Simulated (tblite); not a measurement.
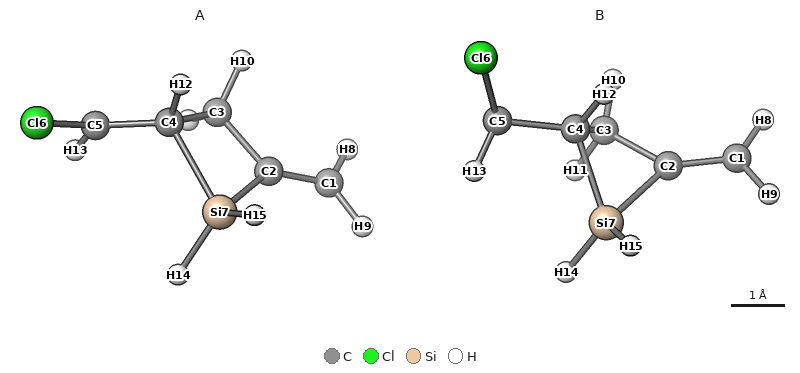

Two geometries of C5H8ClSi (multiplicity 2), drawn at one scale. One is the start of a relaxation, the other its converged end. The picture is a ball-and-stick view, seen at a tilt.

Theory: GFN2-xTB geometry optimisation, gas phase (tblite 0.8.0). 

Which of the two is the end point?

Answer. Structure A is the relaxed one. Cl6 moves most after the best rigid fit: 1.51 Å. By element the largest moves are Cl 1.51 Å, H 1.45 Å, C 0.72 Å, Si 0.64 Å. Some distances before and after: C4–Si7 1.881 → 2.012 Å, C4–C5 1.499 → 1.435 Å, C5–Cl6 1.773 → 1.713 Å, C2–Si7 1.842 → 1.886 Å. Bond angles that change, for instance: C2–C3–C4 86.0° → 99.8°, C4–C5–H13 109.2° → 121.8°, C4–C5–Cl6 107.9° → 119.4°. Over 108 geometry steps the energy falls by 145.5 kJ/mol. The run took 0.72 s on 1 thread of Arm Neoverse V2, with other jobs on the host.
